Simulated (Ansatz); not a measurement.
# PbF2 (Fm-3m): refractive index against wavelength

The refractive index of PbF2 (Fm-3m) below the direct gap (4.57 eV on the mesh) is read from one computed spectrum, n = √(Re ε).

Cell: a, b, c = 4.191, 4.191, 4.191 Å (primitive vectors), 3 atoms.

Method: Ansatz 0.2.0, PBE, independent particles, k-mesh 8×8×8 with interpolation inside its cells, Gaussian parameter 0.1 eV.

Launch of the response step: `ansatz run input.yaml --threads 4 --pin off --max-ram 8192MiB --backend cpu --events-out ev --progress --plain --runs-dir out`. The run took 6 s, on 4 threads of Intel(R) Xeon(R) Platinum 8259CL CPU @ 2.50GHz (Skylake/Cascade Lake) (shared host).

```
wavelength (nm)  photon energy E (eV)       n
           1064                 1.165  1.9461
            850                 1.459  1.9560
            700                 1.771       ?
            633                 1.959  1.9792
            532                 2.331  2.0028
            450                 2.755  2.0385
            405                 3.061  2.0717
```

In the single-oscillator model n² − 1 = E₀E_d/(E₀² − E²), so 1/(n² − 1) = E₀/E_d − E²/(E₀E_d) is linear in E².

Working, on the rows shown:

| x = E² (eV²) | y = 1/(n² − 1) |
| --- | --- |
| 1.35784 | 0.358769 |
| 2.12762 | 0.353865 |
| 3.83641 | 0.342791 |
| 5.43137 | 0.332093 |
| 7.59115 | 0.316909 |
| 9.37179 | 0.303772 |

Means: x̄ = 4.9527, ȳ = 0.3347. Σ(x − x̄)(y − ȳ) = -0.3346, Σ(x − x̄)² = 48.87. Slope = -0.3346 / 48.87 = -0.006846; intercept = ȳ − slope · x̄ = 0.36861. Turned back into n, the line misses the rows shown by at most 0.0018.

Q: What does the fit predict for the withheld row, and how well does it do?

A: At x = 3.1372 the line gives y = 0.34713, that is 1.9700. The run gave 1.9695, so the interpolation is off by 0.00047, 0.4 % of the range in the table.

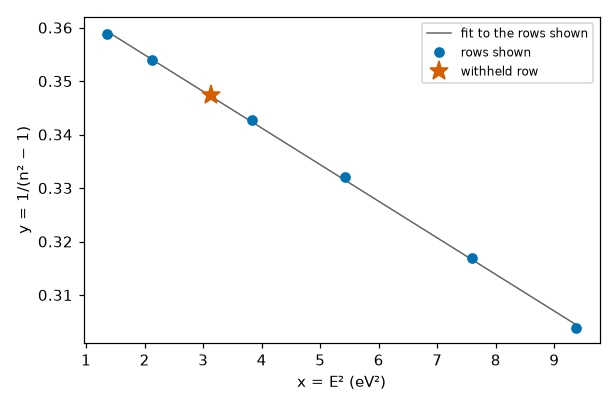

Refitted with all rows, the slope is -0.006853 and the intercept 0.36867. These give E₀ = √(intercept/−slope) = 7.33 eV and E_d = E₀/intercept = 19.9 eV; E₀ is 1.6 times the direct gap. The electronic limit at long wavelengths, without lattice vibrations, is n = √(1 + 1/intercept) = 1.927. The cell comes from an older database entry, whose edges can be off by a per cent or so. Excitons are left out and so are local fields. Spin-orbit coupling is left out.

[Logs are printed without paths, hosts, clocks, repeated set-up lines and the standing remarks that a program may print on its own settings, such as how far it seeks lower states.]
